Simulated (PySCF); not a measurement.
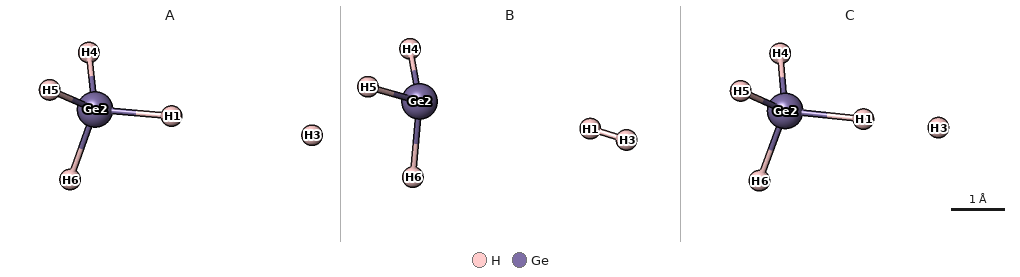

Three geometries of GeH5 (multiplicity 2): a saddle point and the two relaxed ends that it joins, in shuffled order. A ball-and-stick model, seen at a tilt. Sticks join atoms that are closer than about 1.2 times the sum of their covalent radii (a little more with hydrogen).

Stationary points at PBE0-D4/def2-TZVP, single-point energies with CCSD(T)/CBS, B3LYP-D4, r2SCAN-D4, CCSD(T) (def2-TZVPP where no basis is named; PySCF 2.14.0). The energies are electronic, without zero-point or thermal terms, and both ends are the relaxed geometries reached downhill from the saddle, with any fragments still in contact. CCSD(T)/CBS stands for a frozen-core estimate: MP2 correlation extrapolated from def2-TZVPP and def2-QZVPP, CCSD(T) minus MP2 from the smaller set.

Which frame is the transition state, what reaction does it lead through, and what barrier is to be expected?

Frame C is the saddle point. Counted by bonded pieces, A holds GeH₄ + H and B holds GeH₃ + H₂. From A over the saddle to B, a bond forms: H1–H3 (2.82 → 1.51 → 0.75 Å). A bond breaks: H1–Ge2 (1.53 → 1.57 → 3.42 Å). The saddle has one imaginary mode, 511i cm⁻¹. The end A keeps a soft imaginary mode of 27i cm⁻¹, so it isn't quite a minimum. The end B keeps a soft imaginary mode of 32i cm⁻¹, so it isn't quite a minimum. With CCSD(T)/CBS the barrier is 2.8 kcal/mol from A and 21.1 kcal/mol from B, and B lies 18.3 kcal/mol below A. By Pauling bond orders of the changing bonds the saddle lies closer to A, the higher end, as Hammond's postulate suggests.

```csv
level,barrier from A (kcal/mol),barrier from B (kcal/mol),B less A (kcal/mol)
CCSD(T)/CBS,2.8,21.1,−18.3
B3LYP-D4,−0.3,21.1,−21.4
r2SCAN-D4,−1.3,19.2,−20.5
CCSD(T),3.0,21.7,−18.7
```

Against CCSD(T)/CBS, CCSD(T) comes closest on the barrier from A (+0.2 kcal/mol) and r2SCAN-D4 misses most (−4.1 kcal/mol).

Limits of the set-up: the start holds two separate molecules, 2.8 Å apart at their closest, whose relative position is a soft coordinate.
